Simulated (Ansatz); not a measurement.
# BHCl+ (singlet): from Hartree-Fock to the top rungs, cc-pVTZ

How much of the correlation energy of BHCl+ (singlet) does each wave-function method recover here?

Program: Ansatz 0.2.0, Gaussian basis. Level of theory: cc-pVTZ, core rule «outside noble gas», up to 6 orbitals frozen. These are calculated values, not measurements.

To be run: UHF; CCSD(T) on RHF; BCCD(T) on RHF; CCSDT(Q) on RHF; CASSCF and MRCISD+Q, 10 electrons in 9 orbitals; CASSCF and NEVPT2, 10 electrons in 9 orbitals.

11 further runs of the same task are left out: 7 for a known fault of the program, 4 set aside as unsound or not needed.

**1. What is computed**

The geometry is a PBE0/def2-TZVP stationary point (not a proven minimum) of the parent state, kept for this charge and spin.

3 atoms, charge 1, spin multiplicity 1.

Atoms are counted from 1 here; the program's logs count them from 0.

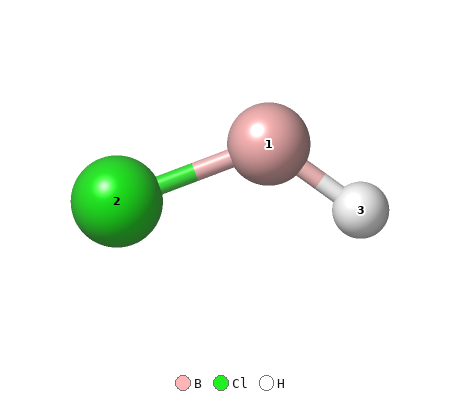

The structure; boron pink, chlorine green, hydrogen white; atoms are numbered from 1 in the order of the file.

As a file:

```xyz
3
BClH
B     0.0000   -0.1861    1.2546
Cl    0.0000    0.0365   -0.4405
H     0.0000    0.7137    2.0386
```

**2. UHF**

in.yaml reads:

```yaml
crystal:
  periodic: [false, false, false]
  atoms:
    - {symbol: B, position_ang: [0.000000, -0.186113, 1.254645]}
    - {symbol: Cl, position_ang: [0.000000, 0.036461, -0.440547]}
    - {symbol: H, position_ang: [0.000000, 0.713740, 2.038566]}
basis:
  gaussian: {orbitals: cc-pVTZ}
total_charge: 1
magnetization: {spin_polarized: true, initial_magnetization: 0}
hamiltonian: {xc: hf}
output: {orbitals: {seedname: orbitals}}
```

On the command line:

```sh
$ ansatz run in.yaml --threads 1 --pin off --events-out ev --progress --plain --max-ram 2816MiB --backend cpu
```

Further steps of the session: CCSD(T) on RHF; BCCD(T) on RHF; CCSDT(Q) on RHF; CASSCF and MRCISD+Q, 10 electrons in 9 orbitals; CASSCF and NEVPT2, 10 electrons in 9 orbitals.

Before running them: what should the planned runs give, taken together? Wanted: RCCSDT(Q) below the RHF energy; RMP2 from RCCSDT(Q); RCCSD from RCCSDT(Q); RCCSD(T) from RCCSDT(Q); NEVPT2 valence from RCCSDT(Q); MRCISD+Q valence from RCCSDT(Q); T1 diagnostic; effectively unpaired electrons.

**Answer**, as computed:

| quantity | value |
| --- | --- |
| RCCSDT(Q) below the RHF energy | -8.2789 eV |
| RMP2 from RCCSDT(Q) | +25.57 kcal/mol |
| RCCSD from RCCSDT(Q) | +10.19 kcal/mol |
| RCCSD(T) from RCCSDT(Q) | +1.17 kcal/mol |
| NEVPT2 valence from RCCSDT(Q) | +29.74 kcal/mol |
| MRCISD+Q valence from RCCSDT(Q) | +1.93 kcal/mol |
| levels within 1 kcal/mol (43 meV) | RCCSDT |
| T1 diagnostic | 0.025 |
| effectively unpaired electrons | 0.03 |

RCCSD(T) lands +1.17 kcal/mol from the yardstick (0.6 % of the correlation energy). One determinant dominates. Of the multireference levels listed MRCISD+Q valence comes nearest in total energy (+1.93 kcal/mol), which doesn't show that its space is the better one. These misses are within one basis, not against nature.
